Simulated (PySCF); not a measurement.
## A study: ClF, SMILES `ClF`

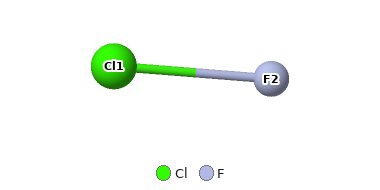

The molecule, with its atoms numbered as below. No frequency check shows the geometry to be a minimum.

Cartesian coordinates (Å):

```
Cl1      0.5821    0.0000    0.0000
F2      -1.0995    0.0000    0.0000
```

### 1. Bonding charge

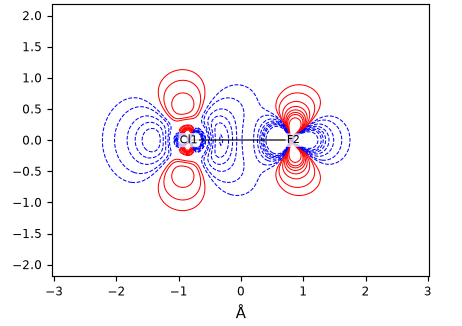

Deformation density (molecule less spherical, spin-averaged free atoms) in a plane that holds the bond; contours at ±0.05 to ±0.8 e/Å³; solid red lines: gain, dashed blue lines: loss.

PySCF calculation, ωB97X/6-311G**, gas phase; geometry: GFN2-xTB.

Question: How much density has each bond in this plane gained at its critical point, relative to the free atoms?

Answer: Cl1–F2: −0.14 e/Å³ at the bond critical point (bond length 1.68 Å, Mayer order 0.9). In all, 0.7 electrons gather in the regions of gain relative to the promolecule. A small or negative value marks a very polar bond, one between electron-rich atoms, whose free-atom densities already overlap strongly, a long bond to a heavier atom, or a closed-shell contact such as a hydrogen bond.

Question: Where do the Hirshfeld charges lie?

Answer: The highest Hirshfeld charge is on Cl1 (+0.10 e), the lowest on F2 (−0.10 e).

### 2. Bond critical points

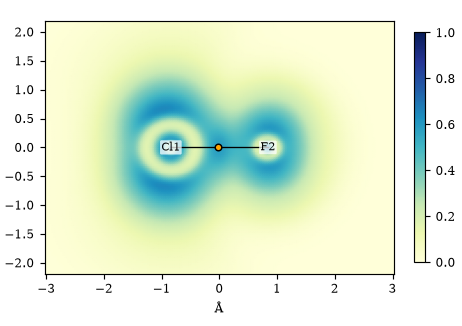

Localised orbital locator (LOL) in a plane that holds the bond, with bond paths and bond critical points (dots).

Question: What values does LOL take at the bond critical points in this plane?

Answer: Cl1–F2: about 0.58. Values above 0.5 mark slow, localised electrons, as in shared pairs; low values at a critical point mark a polar or closed-shell contact whose critical point lies between the shells.

### 3. Local ionisation energy

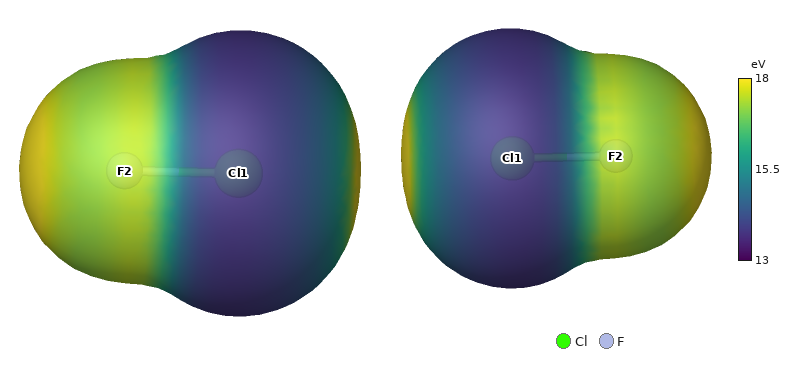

Average local ionisation energy on the surface of electron density 0.001 a.u. (back view left, front view right).

Question: Locate the minima of the map.

Answer: The lowest value is 13.8 eV, 2.1 Å from Cl1, and at like points elsewhere. For comparison, the highest occupied orbital lies at −12.1 eV.

### 4. Removing or adding an electron

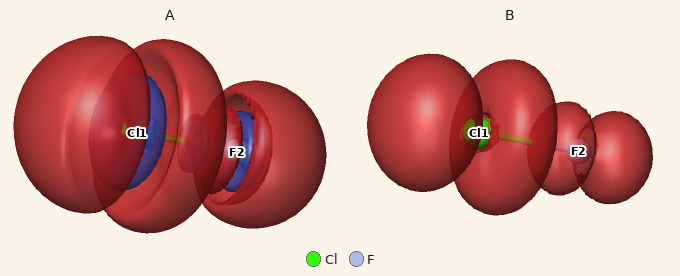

The Fukui function f⁺ from two separate SCF calculations and the density of the LUMO, at ±0.02 e/Å³ (red positive, blue negative).

Computed with PySCF, PBE/def2-TZVP, geometry: GFN2-xTB.

Question: Which panel is which, and how good is the frozen-orbital picture?

Answer: A is f⁺ (it has negative regions), B the LUMO density. The LUMO lies on Cl1 (66 %) and F2 (34 %); f⁺ (Hirshfeld-condensed) is largest on Cl1 (0.69); the vertical electron affinity is 0.52 eV (the stability of the anion's solution wasn't checked; the anion's highest orbital has positive energy, so this value and f⁺ depend on the basis). Relaxation shifts 3 % of the electron between atoms. The orbital energy is −4.86 eV.

### 5. Localised orbitals

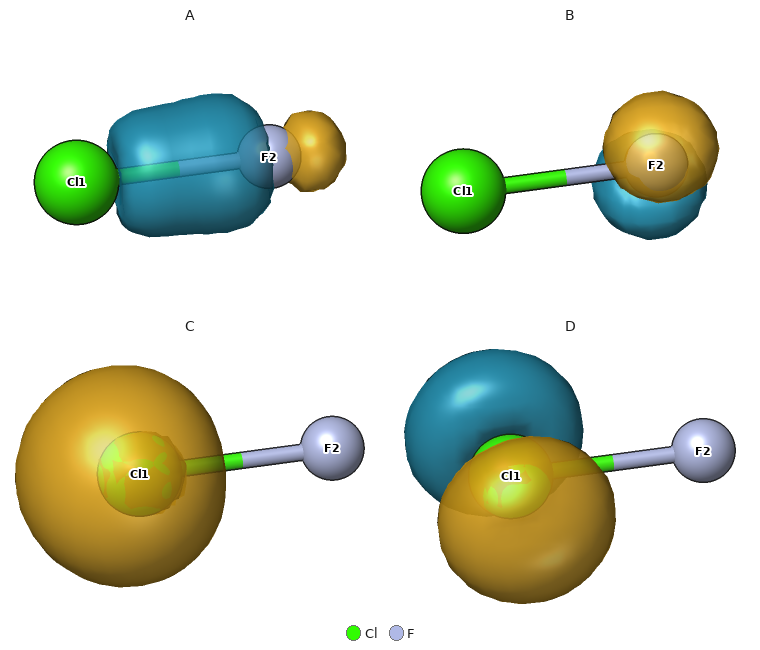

Intrinsic bond orbitals (IBO), occupied; each surface holds about 70 % of the orbital's density. Energies are diagonal elements of the Fock matrix.

Computed with PySCF, PBE0/6-311+G**, geometry: GFN2-xTB.

Question: Identify each orbital.

Answer: By panel:
- A: σ bond F2–Cl1 (F2 65 %, Cl1 35 %; −20.2 eV)
- B: lone pair on F2 (p-type) (F2 100 %; −12.9 eV)
- C: lone pair on Cl1 (s-type) (Cl1 100 %; −22.9 eV)
- D: lone pair on Cl1 (p-type) (Cl1 100 %; −10.6 eV)
